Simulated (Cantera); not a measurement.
Input: 1 mol Si2Cl6, 65 mol N2, 5.3 mol H2, equilibrated at 1975 K.

Method: chemical equilibrium by Gibbs-energy minimisation in Cantera with the NASA 1993 tables (ideal gas, pure condensed phases). Candidate condensed phases: NH4Cl, Si, Si3N4; 28 gas species. The feed counts by its element totals alone. The tables' values for SiCl, SiCl3, SiN are old estimates; treat these amounts as uncertain. Equilibrium is a limit: real reactors are often held back by kinetics, nucleation or transport.

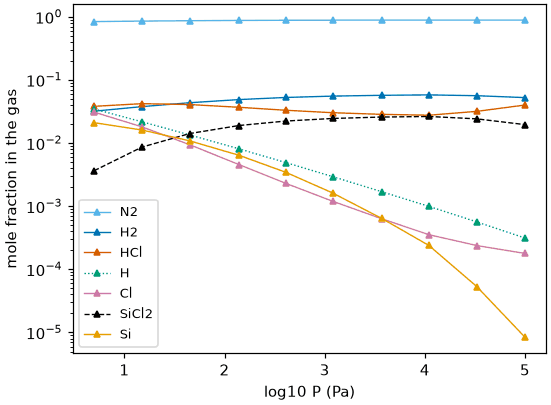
Figure. Equilibrium gas composition (values under 1e-9 drawn at 1e-9)

Q: Read off the mole fractions at 100000 Pa.

A: N2 about 0.89, H2 about 0.052, HCl about 0.040, SiCl2 about 0.020, H about 0.00031, Cl about 0.00018, Si about 8.4e-6.
